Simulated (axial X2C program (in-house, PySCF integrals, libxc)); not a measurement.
# PSi: EOM-IP-CCSD levels

Aim: EOM-IP-CCSD levels of PSi, with spin–orbit coupling in the Hamiltonian from the start.

The runs use an in-house X2C program for linear molecules on PySCF integrals; two-component X2C with atomic mean-field terms, P dyall-av3z, Si dyall-av3z.

All values are calculated.

**1. Input**

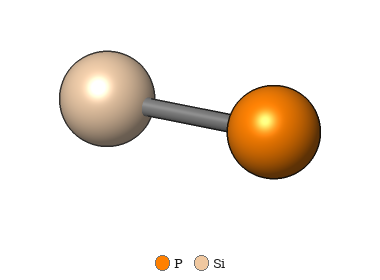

The two atoms at 2.090 Å (phosphorus orange, silicon light orange).

task.json

```json
{"zs": [15, 14], "q": 0, "bas": ["dyall-av3z", "dyall-av3z"], "r0": 2.09, "eom": "ip", "rq": -1, "thr": -2.0, "nmax": 95, "grid": [1, 0.96, 1.045, 0.92, 1.09, 1.15]}
```

Keys: zs atomic numbers; q charge; bas basis sets; r0 starting distance in Å; eom kind of EOM run; thr threshold in hartree for freezing inner shells (an s shell follows its p shell); nmax most natural virtual spinors; grid distances as factors.

The run is started by

```sh
$ python soeom.py task.json out
```

Nuclei are Gaussian, cores are contracted, and the Gaunt term is on.

**2. EOM-IP-CCSD at 2.010 Å**

Reference: the closed shell PSi⁻; 10 electrons correlated, 94 virtual spinors; roots sought by Ω: 1/2: 4, 3/2: 3, 5/2: 1.

Output:

```text
two-component X2C + atomic mean field  HF
basis functions 124  fitting functions 674  grid points 4357
iter        total energy     max residual
   1       -631.016376929     7.65e-02
   2       -631.030189881     3.66e-03
   3       -631.030715652     1.54e-03
   4       -631.030792150     7.05e-04
   5       -631.030812858     2.53e-04
   6       -631.030816812     1.27e-04
   7       -631.030817522     3.45e-05
   8       -631.030817598     7.35e-06
   9       -631.030817603     5.36e-06
  10       -631.030817606     3.45e-06
  11       -631.030817607     1.66e-06
converged
one-electron -991.23491382  Coulomb 348.22964721  exact exchange -43.22813799  xc functional 0.00000000  nuclear repulsion 55.28717129  atomic mean-field constant -0.08458430
correlated 10  virtual 202  natural virtual 94  E(MP2) -0.265949758  MP2 remainder -0.006936139
iter   CCSD correlation   residual
   1     -0.263017060   1.64e-01
   2     -0.272619241   6.65e-02
   3     -0.275459450   2.74e-02
   4     -0.275559986   8.86e-03
   5     -0.275627717   3.54e-03
   6     -0.275618628   9.51e-04
   7     -0.275620129   3.04e-04
   8     -0.275623054   1.05e-04
   9     -0.275622069   4.12e-05
  10     -0.275622350   1.39e-05
  11     -0.275622072   6.14e-06
  12     -0.275622084   3.38e-06
(T) -0.021128870  T1 0.0284  D1 0.0396  max T2 0.085
EOM-IP-CCSD roots
2*Omega      energy/Eh   energy/eV  one-particle weight
    1       0.11435423      3.1117      0.935
    1       0.11559417      3.1455      0.927
    1       0.24856782      6.7639      0.773
    1       0.28640645      7.7935      0.000
    3       0.11346926      3.0877      0.935
    3       0.28638461      7.7929      0.000
    3       0.30817265      8.3858      0.000
    5       0.30820277      8.3866      0.000
```

T1 in the output is the amplitude norm over the root of the electron number; divide by √2 for the Lee–Taylor value.

| Ω | vertical IE (eV) | above lowest (cm⁻¹) | spinor | weight |
| --- | --- | --- | --- | --- |
| 3/2 | 3.088 | 0 | 55% P pπ, 33% Si pπ | 0.94 |
| 1/2 | 3.112 | 190 | 53% P pπ, 32% Si pπ | 0.93 |
| 1/2 | 3.145 | 470 | 37% Si pσ, 35% P pσ, 12% Si sσ | 0.93 |
| 1/2 | 6.764 | 29650 | 34% Si sσ, 31% P pσ, 15% P sσ | 0.77 |

It took 5.5 s on 1 thread of Arm Neoverse V1, shared host; peak memory 0.58 GiB.

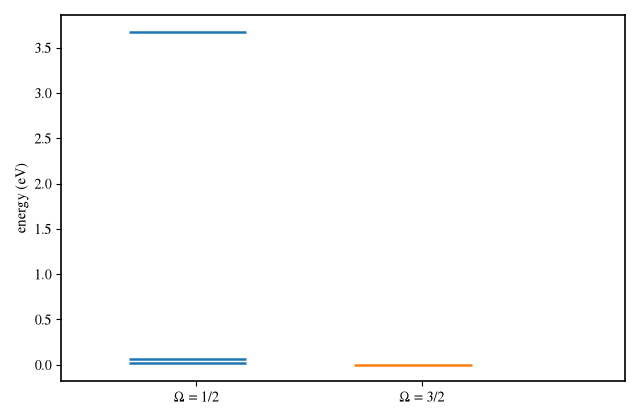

The roots by Ω, from the lowest.

**3. EOM-IP-CCSD at 1.930 Å**

| Ω | vertical IE (eV) | above lowest (cm⁻¹) | spinor | weight |
| --- | --- | --- | --- | --- |
| 1/2 | 3.071 | 0 | 38% Si pσ, 35% P pσ, 14% Si sσ | 0.93 |
| 3/2 | 3.212 | 1140 | 54% P pπ, 33% Si pπ, 6% Si dπ | 0.94 |
| 1/2 | 3.238 | 1350 | 54% P pπ, 33% Si pπ, 6% Si dπ | 0.93 |
| 1/2 | 6.651 | 28880 | 33% P pσ, 31% Si sσ, 15% P sσ | 0.80 |

It took 5.5 s on 1 thread of Arm Neoverse V1, shared host; peak memory 0.59 GiB.

**4. EOM-IP-CCSD at 2.100 Å**

| Ω | vertical IE (eV) | above lowest (cm⁻¹) | spinor | weight |
| --- | --- | --- | --- | --- |
| 3/2 | 2.968 | 0 | 56% P pπ, 33% Si pπ | 0.94 |
| 1/2 | 2.993 | 200 | 56% P pπ, 32% Si pπ | 0.93 |
| 1/2 | 3.209 | 1940 | 40% Si pσ, 39% P pσ, 11% Si sσ | 0.93 |
| 1/2 | 6.876 | 31520 | 38% Si sσ, 28% P pσ, 15% P sσ | 0.74 |

Run time: 5.9 s. Hardware: 1 thread of Arm Neoverse V1, shared host; peak memory 0.61 GiB.

**5. EOM-IP-CCSD at 1.849 Å**

| Ω | vertical IE (eV) | above lowest (cm⁻¹) | spinor | weight |
| --- | --- | --- | --- | --- |
| 1/2 | 2.981 | 0 | 38% Si pσ, 33% P pσ, 15% Si sσ | 0.93 |
| 3/2 | 3.357 | 3030 | 53% P pπ, 33% Si pπ, 7% Si dπ | 0.93 |
| 1/2 | 3.383 | 3250 | 54% P pπ, 33% Si pπ, 7% Si dπ | 0.93 |
| 1/2 | 6.529 | 28620 | 35% P pσ, 28% Si sσ, 15% P sσ | 0.82 |

Run time: 5.4 s. Hardware: 1 thread of Arm Neoverse V1, shared host; peak memory 0.61 GiB.

**6. EOM-IP-CCSD at 2.191 Å**

| Ω | vertical IE (eV) | above lowest (cm⁻¹) | spinor | weight |
| --- | --- | --- | --- | --- |
| 3/2 | 2.868 | 0 | 57% P pπ, 33% Si pπ | 0.93 |
| 1/2 | 2.892 | 190 | 57% P pπ, 32% Si pπ | 0.93 |
| 1/2 | 3.258 | 3150 | 41% P pσ, 40% Si pσ, 9% Si sσ | 0.93 |
| 1/2 | 6.970 | 33090 | 42% Si sσ, 26% P pσ, 15% P sσ | 0.69 |

It took 5.7 s on 1 thread of Arm Neoverse V1, shared host; peak memory 0.61 GiB.

**7. EOM-IP-CCSD at 2.312 Å**

| Ω | vertical IE (eV) | above lowest (cm⁻¹) | spinor | weight |
| --- | --- | --- | --- | --- |
| 3/2 | 2.760 | 0 | 58% P pπ, 33% Si pπ | 0.93 |
| 1/2 | 2.782 | 180 | 59% P pπ, 31% Si pπ | 0.93 |
| 1/2 | 3.301 | 4370 | 43% P pσ, 41% Si pσ, 8% Si sσ | 0.93 |

It took 6.2 s on 1 thread of Arm Neoverse V1, shared host; peak memory 0.61 GiB.

**8. Curves of the states**

Energies in eV from the lowest point of the lowest state; states are followed by energy order within each Ω.

| R (Å) | (1)Ω=3/2 | (1)Ω=1/2 | (2)Ω=1/2 |
| --- | --- | --- | --- |
| 1.849 | 0.7853 | 0.4093 | 0.8117 |
| 1.930 | 0.2834 | 0.1420 | 0.3094 |
| 2.010 | 0.0437 | 0.0678 | 0.1016 |
| 2.100 | 0.0000 | 0.0245 | 0.2410 |
| 2.191 | 0.1239 | 0.1479 | 0.5139 |
| 2.312 | 0.4582 | 0.4801 | 0.9995 |

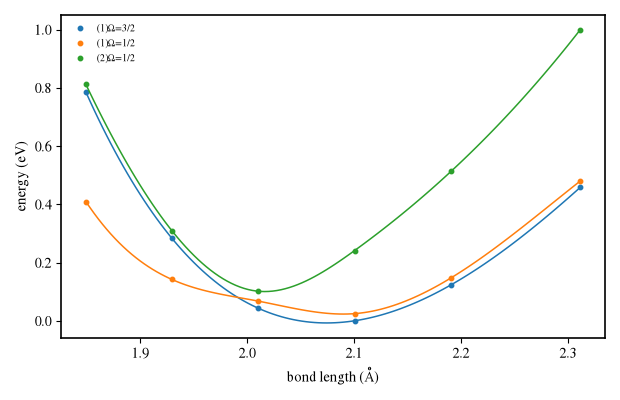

The states along the bond.

Constants where the minimum is well bracketed (masses 30.974 and 27.977 u):

| state | Te (cm⁻¹) | Re (Å) | ωe (cm⁻¹) |
| --- | --- | --- | --- |
| (1)Ω=3/2 | 0 | 2.074 | 647 |

**9. Summary of results**

| quantity | value |
| --- | --- |
| lowest root at 2.010 Å | Ω = 3/2, 3.088 eV |
| next root led by one particle | Ω = 1/2, about 190 cm⁻¹ higher |
| T1 of the reference | 0.020 |
| lowest state, Re and ωe | 2.074 Å, 647 cm⁻¹ |

**Reading.** Removing an electron from the reference determinant of PSi⁻ costs 3.09 eV and empties a spinor of 55% P pπ, 33% Si pπ. Errors of 0.1 to 0.3 eV are usual at this size, and roots led by higher excitations are left out, so the list is incomplete, and low states of that kind can be missing. The bond is 0.056 Å longer than in the closed-shell reference at CCSD (2.019 Å).
